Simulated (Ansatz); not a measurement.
# CAM-B3LYP/cc-pVDZ run of GaSiH4OF (SMILES [OH][GaH][SiH2]F)

What is the energy change on altering one bond length of GaSiH4OF at CAM-B3LYP/cc-pVDZ? 

The calculation is run with Ansatz 0.2.0.

101 further runs of the same task are left out: 101 set aside as unsound or not needed. Runs told in other sessions of the task aren't counted.

## 1. The molecule

GaSiH4OF has 8 atoms, charge 0, and is taken as a singlet. As SMILES, `[OH][GaH][SiH2]F`. The coordinates come from a PBE0-D4/def2-TZVP relaxation. This is one conformer, not always the lowest.

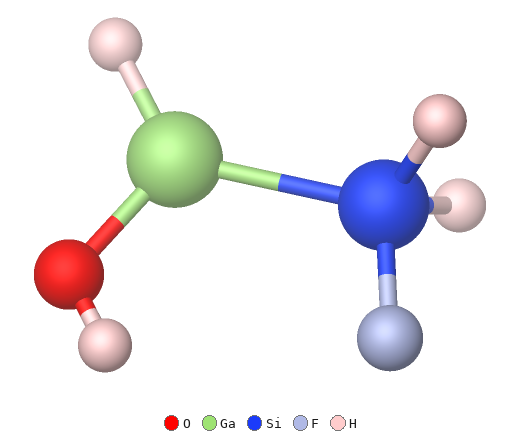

The structure, seen from a chosen angle (oxygen red, gallium green, silicon blue, fluorine light blue, hydrogen pink).

## 2. The energy at CAM-B3LYP/cc-pVDZ

run.yaml reads:

```yaml
crystal:
  periodic: [false, false, false]
  atoms:
    - {symbol: O, position_ang: [-2.152600, 0.668300, 0.454500]}
    - {symbol: Ga, position_ang: [-0.411400, 1.077100, 0.391700]}
    - {symbol: Si, position_ang: [1.066700, -0.691400, -0.347100]}
    - {symbol: F, position_ang: [0.165400, -1.990600, -0.663200]}
    - {symbol: H, position_ang: [-2.350300, -0.231700, 0.185400]}
    - {symbol: H, position_ang: [-0.099500, 2.542900, 0.831400]}
    - {symbol: H, position_ang: [2.066800, -1.082700, 0.683500]}
    - {symbol: H, position_ang: [1.806900, -0.348800, -1.592100]}
basis:
  gaussian:
    orbitals: cc-pVDZ
hamiltonian:
  xc: {name: CAM-B3LYP}
accuracy: high
output:
  orbitals: {seedname: orbitals}
```

Launch:

```
$ ansatz run run.yaml --threads 1 --pin off --max-ram 2610MiB --events-out events.jsonl --progress --plain --runs-dir runs
```

Output:

```text
Warning: RAYON_NUM_THREADS=1 ignored (pool sized by the plan → 1); use --threads N
Functional definition: CAM-B3LYP
  name "CAM-B3LYP"
  parameter alpha = 0.19
  parameter beta = 0.46
  parameter omega = 0.33/bohr
  parameter ac = 0.81
  exchange = (1 - alpha - beta)*b88_x + beta*b88_x_sr(omega) + alpha*exact_x + beta*exact_x_lr(omega)
  correlation = (1 - ac)*vwn5_c + ac*lyp_c
2087 factors; integrals over basis functions are off by at most 4.4e-9 eV
440 factors; integrals over basis functions are off by at most 2.2e-9 eV
mean field evaluation 1: about -65081.4863 eV, gradient 5.8e1 eV
mean field evaluation 2: about -65064.9566 eV, gradient 1.1e2 eV
mean field evaluation 4: about -65087.4996 eV, gradient 6.3e0 eV
mean field evaluation 8: about -65087.6491 eV, gradient 1.4e-1 eV
mean field evaluation 16: about -65087.6492 eV, gradient 3.4e-5 eV
mean field -65087.64917638 eV, -2391.9269892387 hartree, gradient 1.9e-8 eV, S^2 0.000000; 0 other end points of the search recorded, 0 dependent functions left out
reference -65087.64919678 eV, -2391.9269899884 hartree; 33, 33 occupied and 60, 60 virtual orbitals, 2087 factors
Total energy: -65087.64919678 eV, -2391.9269899884 hartree
```

Wall time 14 s (1 thread of Arm Neoverse V1, shared host); peak memory 0.41 GiB.

## 3. The distorted shape, same level

in.yaml reads:

```yaml
basis:
  gaussian: {orbitals: cc-pVDZ}
crystal:
  periodic: [false, false, false]
  atoms:
    - symbol: O
      position_ang: [-2.302611, 0.726994, 0.299914]
    - symbol: Ga
      position_ang: [-0.561411, 1.135794, 0.237114]
    - symbol: Si
      position_ang: [0.916689, -0.632706, -0.501686]
    - symbol: F
      position_ang: [0.015389, -1.931906, -0.817786]
    - symbol: H
      position_ang: [-2.500311, -0.173006, 0.030814]
    - symbol: H
      position_ang: [-0.249511, 2.601594, 0.676814]
    - symbol: H
      position_ang: [2.066800, -1.082700, 0.683500]
    - symbol: H
      position_ang: [1.656889, -0.290106, -1.746686]
hamiltonian: {xc: {name: CAM-B3LYP}}
accuracy: high
output: {orbitals: {seedname: orbitals}}
```

Launch:

```
$ ansatz run in.yaml --threads 1 --pin off --max-ram 2610MiB --events-out events.jsonl --progress --plain --runs-dir runs
```

Output (excerpt; [...] marks lines left out):

```text
Warning: RAYON_NUM_THREADS=1 ignored (pool sized by the plan → 1); use --threads N
[... 8 set-up lines as earlier in the session ...]
2081 factors; integrals over basis functions are off by at most 4.6e-9 eV
441 factors; integrals over basis functions are off by at most 2.1e-9 eV
mean field evaluation 1: about -65081.1434 eV, gradient 5.8e1 eV
mean field evaluation 2: about -65064.0926 eV, gradient 1.1e2 eV
mean field evaluation 4: about -65087.1924 eV, gradient 6.5e0 eV
mean field evaluation 8: about -65087.3430 eV, gradient 1.5e-1 eV
mean field evaluation 16: about -65087.3430 eV, gradient 3.5e-5 eV
mean field -65087.34304419 eV, -2391.9157390882 hartree, gradient 2.1e-8 eV, S^2 0.000000; 0 other end points of the search recorded, 0 dependent functions left out
reference -65087.34306477 eV, -2391.9157398447 hartree; 33, 33 occupied and 60, 60 virtual orbitals, 2081 factors
Total energy: -65087.34306477 eV, -2391.9157398447 hartree
```

Wall time 14 s (1 thread of Arm Neoverse V1, shared host); peak memory 0.41 GiB.

## 4. What came out

At CAM-B3LYP/cc-pVDZ:

```
                                                          quantity           value
                                         first shape: total energy  -2391.92699 Eh
                                          first shape: HOMO energy        -8.88 eV
                                          first shape: LUMO energy        -0.62 eV
                                        first shape: HOMO–LUMO gap         8.26 eV
                                     distorted shape: total energy  -2391.91574 Eh
                                      distorted shape: HOMO energy        -8.91 eV
                                      distorted shape: LUMO energy        -0.71 eV
                                    distorted shape: HOMO–LUMO gap         8.20 eV
energy change with the Si3–H7 bond stretched from 1.488 to 1.712 Å        0.306 eV
```

In words: With the Si3–H7 bond stretched from 1.488 to 1.712 Å the energy rises by 0.31 eV (29.5 kJ/mol). The first shape isn't relaxed at this level, so the change isn't measured from a minimum.
